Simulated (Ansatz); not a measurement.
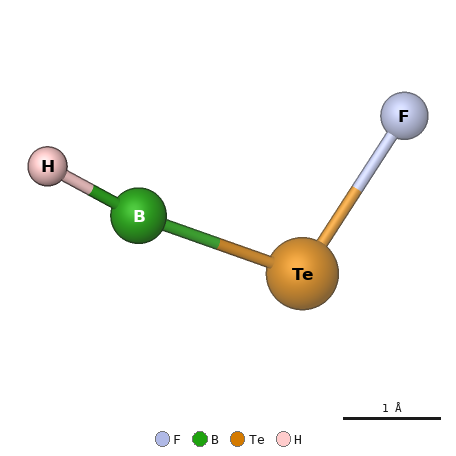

Atoms fade into the background with distance from the viewer. Charge 0, doublet. Computed geometry: PBE0-D4/def2-TZVP optimisation. No frequency run is at hand to confirm it as a minimum. Masses are those of the most abundant isotopes; constants are for the rigid equilibrium geometry.

Q: Classify the rotor and give the rotational constants (GHz).

A: An asymmetric top (Cs): A = 13.5, B = 6.36, C = 4.33 GHz. Ray's parameter κ is −0.56, nearer the prolate limit.
